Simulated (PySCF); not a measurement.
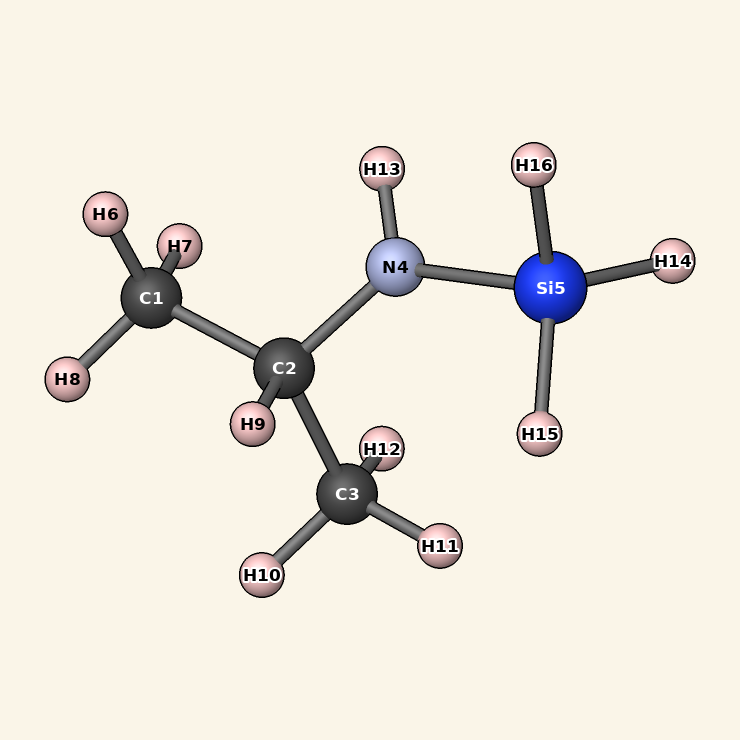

The questions are on Mulliken spin populations. The species has charge +1 and is a spin doublet. The computed structure is the end point of a GFN2-xTB optimisation. No frequency run is at hand to confirm it as a minimum. Method: UKS B3LYP, pcH-1 on C H N Si, non-relativistic (PySCF 2.14.0).

**Which atom carries the largest spin population?**

N4 (0.78 e).

**Which atom has the lowest spin population?**

Si5 (−0.05 e); a negative value comes from spin polarisation.

List the Mulliken spin populations.

```tsv
atom	value (e)
C1	0.00
C2	−0.02
C3	0.11
N4	0.78
Si5	−0.05
H6	0.00
H7	0.00
H8	0.00
H9	0.06
H10	0.01
H11	0.00
H12	0.00
H13	−0.03
H14	0.06
H15	0.00
H16	0.06
```

Mulliken values depend strongly on the basis set. The geometry is semi-empirical. Around Si such bond lengths and angles can be off by a tenth of an ångström or more and by several degrees, and values that hang on the shape move with them.
